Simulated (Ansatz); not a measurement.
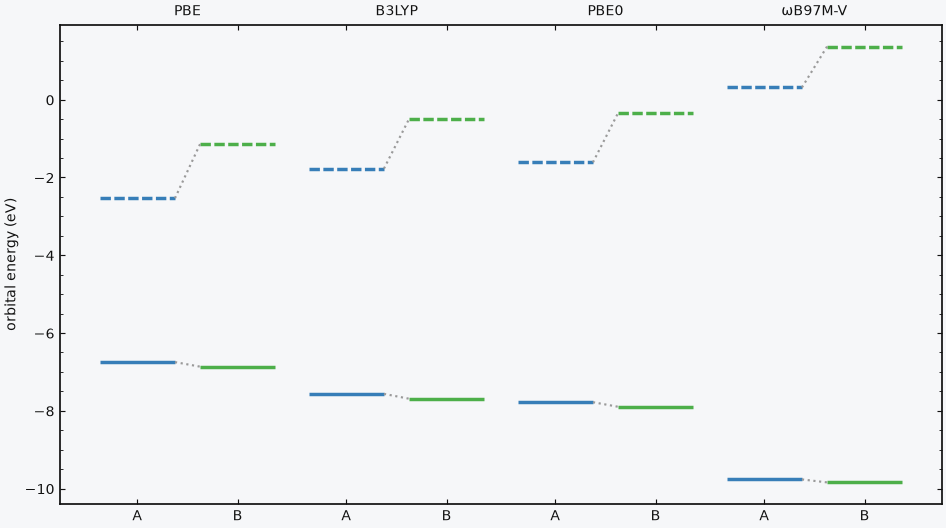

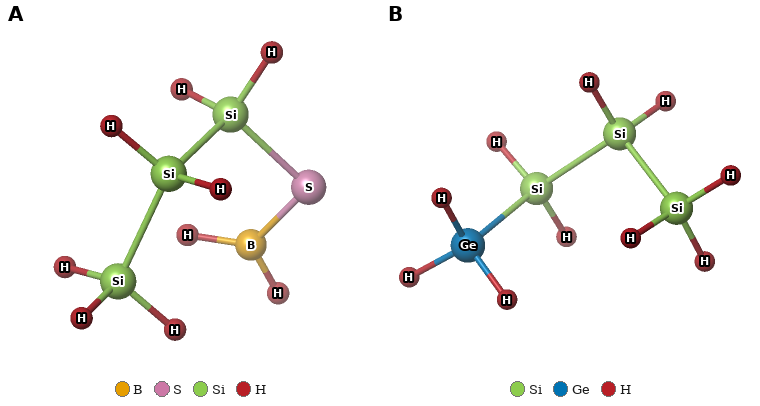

One change: A, BSi₃H₉S (SMILES BS[SiH2][SiH2][SiH3]), becomes B, GeSi₃H₁₀ (SMILES [SiH3][SiH2][SiH2][GeH3]). BH₂S (bound through S) on Si is replaced by GeH₃. HOMO (solid) and LUMO (dashed) computed in def2-TZVPP at PBE0-D4/def2-TZVP geometries, both minima by their frequencies, gas phase, the Ansatz code 0.2.0. Empty levels above zero depend strongly on the basis.

### What does the change do to HOMO and LUMO?

PBE: the HOMO falls by 0.12 eV, the LUMO rises by 1.39 eV, and the separation goes from 4.22 to 5.72 eV. B3LYP: the HOMO falls by 0.12 eV, the LUMO rises by 1.28 eV, and the separation goes from 5.79 to 7.20 eV. PBE0: the HOMO falls by 0.12 eV, the LUMO rises by 1.27 eV, and the separation goes from 6.17 to 7.55 eV. ωB97M-V: the HOMO falls by 0.08 eV, the LUMO rises by 1.05 eV, and the separation goes from 10.08 to 11.21 eV.

### Do the functionals agree on the effect?

They agree on the direction for both levels; the HOMO shift lies between −0.12 and −0.08 eV and the LUMO shift between 1.05 and 1.39 eV, while the separations themselves differ by up to 5.9 eV between functionals.

Known limits of this run: one conformer of each flexible molecule.
